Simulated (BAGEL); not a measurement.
**PBE0/6-31G(d) (density fitting with cc-pvqz-jkfit, spherical functions) run of CH7FSi2 (SMILES F[SiH2]C[SiH3])**

Aim: the energy change on altering one bond length of CH7FSi2 at PBE0/6-31G* (density fitting with cc-pvqz-jkfit, spherical functions), from 2 runs. 

The results are computed with BAGEL 1.2.2.

**1. The structure to begin with**

CH7FSi2: 11 atoms, total charge 0, spin state singlet. SMILES: `F[SiH2]C[SiH3]`. The shape is that of a PBE0-D4/def2-TZVP optimisation. This is one conformer, not always the lowest.

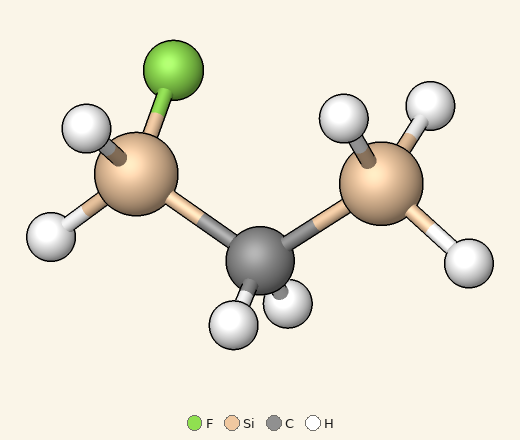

Viewed from a chosen angle; fluorine green, silicon light orange, carbon grey, hydrogen white.

**2. The energy at PBE0/6-31G(d) (density fitting with cc-pvqz-jkfit, spherical functions)**

The input, job.json:

```json
{ "bagel" : [

{
  "title" : "molecule",
  "basis" : "6-31gs.json",
  "df_basis" : "cc-pvqz-jkfit",
  "angstrom" : true,
  "geometry" : [
    { "atom" : "F", "xyz" : [      -1.629100,       1.667400,       0.202000 ] },
    { "atom" : "Si", "xyz" : [      -0.069200,       1.498400,       0.534400 ] },
    { "atom" : "C", "xyz" : [       0.349200,      -0.305900,       0.605500 ] },
    { "atom" : "Si", "xyz" : [      -0.157200,      -1.306900,      -0.899700 ] },
    { "atom" : "H", "xyz" : [       0.694000,       2.172900,      -0.545000 ] },
    { "atom" : "H", "xyz" : [       0.175700,       2.177500,       1.831400 ] },
    { "atom" : "H", "xyz" : [       1.437100,      -0.385200,       0.722600 ] },
    { "atom" : "H", "xyz" : [      -0.101300,      -0.751100,       1.498900 ] },
    { "atom" : "H", "xyz" : [      -1.636400,      -1.388400,      -0.995700 ] },
    { "atom" : "H", "xyz" : [       0.369900,      -0.665700,      -2.134100 ] },
    { "atom" : "H", "xyz" : [       0.392600,      -2.686000,      -0.812200 ] }
  ]
},

{
  "title" : "ks",
  "xc_func" : "pbe0"
},

{
  "title" : "print",
  "file" : "orbitals.molden",
  "orbitals" : true
}

]}
```

The basis set 6-31G* is read from a file made from the Basis Set Exchange's data (not shown).

Run with:

```bash
BAGEL_NUM_THREADS=1 BAGEL job.json > job.out
```

Standard output:

```text
* using 1 threads per process

  ===============================================================
  ===============================================================

  *** Geometry ***

  { "atom" : "F", "xyz" : [     -3.078553,      3.150929,      0.381725 ] },
  { "atom" : "Si", "xyz" : [     -0.130769,      2.831566,      1.009870 ] },
  { "atom" : "C", "xyz" : [      0.659892,     -0.578067,      1.144229 ] },
  { "atom" : "Si", "xyz" : [     -0.297065,     -2.469683,     -1.700187 ] },
  { "atom" : "H", "xyz" : [      1.311470,      4.106186,     -1.029901 ] },
  { "atom" : "H", "xyz" : [      0.332025,      4.114879,      3.460844 ] },
  { "atom" : "H", "xyz" : [      2.715725,     -0.727923,      1.365516 ] },
  { "atom" : "H", "xyz" : [     -0.191429,     -1.419373,      2.832510 ] },
  { "atom" : "H", "xyz" : [     -3.092348,     -2.623696,     -1.881600 ] },
  { "atom" : "H", "xyz" : [      0.699010,     -1.257991,     -4.032865 ] },
  { "atom" : "H", "xyz" : [      0.741906,     -5.075804,     -1.534836 ] },

  Number of auxiliary basis functions:      865

  Since a DF basis is specified, we compute 2- and 3-index integrals:
    o Being stored without compression. Storage requirement is 0.042 GB

  Number of basis functions:       78
  Number of electrons      :       50

    * METHOD: MOLECULE                             0.64

  *** Kohn-Sham DFT ***

    * Removing 20403 points whose weight is below 1.00e-10
    * Grid points: 143563

  === Nuclear Repulsion ===
   223.3244812765

       - DIIS with orbital gradients will be used.

  === KS iteration (pbe0 / 6-31gs.json) ===
      0       -687.97186346          0.13615239           0.45
      1       -665.34504911          0.12174000           0.45
      2       -570.68410706          0.22931646           0.44
      3       -701.03155873          0.11634747           0.45
      4       -713.98383493          0.07052943           0.44
      5       -720.17638142          0.03347720           0.45
      6       -720.58941801          0.01617704           0.50
      7       -720.75657171          0.00336209           0.45
      8       -720.76332443          0.00116905           0.45
      9       -720.76416046          0.00030432           0.45
     10       -720.76420804          0.00007704           0.44
     11       -720.76420962          0.00004674           0.44
     12       -720.76421059          0.00000933           0.44
     13       -720.76421063          0.00000219           0.44
     14       -720.76421063          0.00000042           0.45
     15       -720.76421063          0.00000014           0.45
     16       -720.76421063          0.00000003           0.45
     17       -720.76421063          0.00000001           0.44
     18       -720.76421063          0.00000001           0.44
    * SCF iteration converged.

    * Permanent dipole moment:
           (   -0.602469,     0.243599,    -0.344130) a.u.

    * METHOD: KS                                   9.15

    * METHOD: PRINT                                0.01

  ===============================================================
```

Run time: 10 s. Hardware: 1 thread of Intel Xeon 6975P-C (Granite Rapids), shared host; peak memory 0.57 GiB.

**3. The distorted shape**

The input, input.json:

```json
{ "bagel": [

{
  "title": "molecule",
  "basis": "6-31gs.json",
  "df_basis": "cc-pvqz-jkfit",
  "angstrom": "true",
  "geometry": [
    { "atom": "F", "xyz": [   -2.131182,    3.832571,    0.116680 ] },
    { "atom": "Si", "xyz": [   -0.571282,    3.663571,    0.449080 ] },
    { "atom": "C", "xyz": [    0.349200,   -0.305900,    0.605500 ] },
    { "atom": "Si", "xyz": [   -0.157200,   -1.306900,   -0.899700 ] },
    { "atom": "H", "xyz": [    0.191918,    4.338071,   -0.630320 ] },
    { "atom": "H", "xyz": [   -0.326382,    4.342671,    1.746080 ] },
    { "atom": "H", "xyz": [    1.437100,   -0.385200,    0.722600 ] },
    { "atom": "H", "xyz": [   -0.101300,   -0.751100,    1.498900 ] },
    { "atom": "H", "xyz": [   -1.636400,   -1.388400,   -0.995700 ] },
    { "atom": "H", "xyz": [    0.369900,   -0.665700,   -2.134100 ] },
    { "atom": "H", "xyz": [    0.392600,   -2.686000,   -0.812200 ] }
  ]
},
{
  "title": "ks",
  "xc_func": "pbe0",
  "charge": 0
},
{
  "title": "print",
  "file": "orbitals.molden",
  "orbitals": "true"
}

]}
```

The basis set 6-31G* is read from a file made from the Basis Set Exchange's data (not shown).

Run with:

```bash
BAGEL_NUM_THREADS=1 BAGEL input.json > input.out
```

Standard output:

```text
* using 1 threads per process

  ===============================================================
  ===============================================================

  *** Geometry ***

  { "atom" : "F", "xyz" : [     -4.027350,      7.242510,      0.220493 ] },
  { "atom" : "Si", "xyz" : [     -1.079567,      6.923146,      0.848638 ] },
  { "atom" : "C", "xyz" : [      0.659892,     -0.578067,      1.144229 ] },
  { "atom" : "Si", "xyz" : [     -0.297065,     -2.469683,     -1.700187 ] },
  { "atom" : "H", "xyz" : [      0.362672,      8.197766,     -1.191132 ] },
  { "atom" : "H", "xyz" : [     -0.616773,      8.206459,      3.299613 ] },
  { "atom" : "H", "xyz" : [      2.715725,     -0.727923,      1.365516 ] },
  { "atom" : "H", "xyz" : [     -0.191429,     -1.419373,      2.832510 ] },
  { "atom" : "H", "xyz" : [     -3.092348,     -2.623696,     -1.881600 ] },
  { "atom" : "H", "xyz" : [      0.699010,     -1.257991,     -4.032865 ] },
  { "atom" : "H", "xyz" : [      0.741906,     -5.075804,     -1.534836 ] },

  Number of auxiliary basis functions:      865

  Since a DF basis is specified, we compute 2- and 3-index integrals:
    o Being stored without compression. Storage requirement is 0.042 GB

  Number of basis functions:       78
  Number of electrons      :       50

    * METHOD: MOLECULE                             0.67

  *** Kohn-Sham DFT ***

    * Removing 17453 points whose weight is below 1.00e-10
    * Grid points: 146513

  === Nuclear Repulsion ===
   176.3395190879

       - DIIS with orbital gradients will be used.

  === KS iteration (pbe0 / 6-31gs.json) ===
      0       -694.77687537          0.11893070           0.46
      1       -675.19784580          0.10073469           0.45
      2       -607.50831058          0.18112970           0.45
      3       -667.08600330          0.09403444           0.45
      4       -653.13024994          0.11947505           0.46
      5       -718.70966570          0.05038354           0.45
      6       -707.35064622          0.06150718           0.45
      7       -719.59066524          0.04169745           0.46
      8       -720.32918583          0.01135866           0.47
      9       -720.50687286          0.00893622           0.47
     10       -720.53169837          0.00720481           0.45
     11       -720.53675991          0.00698433           0.47
     12       -720.56624870          0.00161211           0.45
     13       -720.56791417          0.00073422           0.45
     14       -720.56830512          0.00011403           0.47
     15       -720.56831416          0.00003103           0.46
     16       -720.56831453          0.00001351           0.46
     17       -720.56831468          0.00000597           0.47
     18       -720.56831471          0.00000051           0.46
     19       -720.56831471          0.00000012           0.46
     20       -720.56831471          0.00000006           0.46
     21       -720.56831471          0.00000001           0.46
     22       -720.56831471          0.00000001           0.47
     23       -720.56831471          0.00000000           0.46
    * SCF iteration converged.

    * Permanent dipole moment:
           (   -0.533998,    -0.321036,    -0.351289) a.u.

    * METHOD: KS                                  11.64

    * METHOD: PRINT                                0.01

  ===============================================================
```

Wall time 13 s (1 thread of Intel Xeon 6975P-C (Granite Rapids), shared host); peak memory 0.58 GiB.

**4. Outcome**

At PBE0/6-31G* (density fitting with cc-pvqz-jkfit, spherical functions):

```
                                                          quantity          value
                                         first shape: total energy  -720.76421 Eh
                                        first shape: dipole moment         1.87 D
                                          first shape: HOMO energy       -8.78 eV
                                          first shape: LUMO energy        0.67 eV
                                        first shape: HOMO–LUMO gap        9.45 eV
                                     distorted shape: total energy  -720.56831 Eh
                                    distorted shape: dipole moment         1.82 D
                                      distorted shape: HOMO energy       -5.85 eV
                                      distorted shape: LUMO energy       -3.90 eV
                                    distorted shape: HOMO–LUMO gap        1.95 eV
energy change with the Si2–C3 bond stretched from 1.854 to 4.078 Å       5.331 eV
```

What this shows: One bond (distorted shape) is far stretched, which a spin-restricted single reference describes badly; a broken-symmetry solution may lie lower. With the Si2–C3 bond stretched from 1.854 to 4.078 Å the energy rises by 5.33 eV (514 kJ/mol). The first shape isn't relaxed at this level, so the change isn't measured from a minimum. A restricted reference can't describe the breaking bond well at this length.
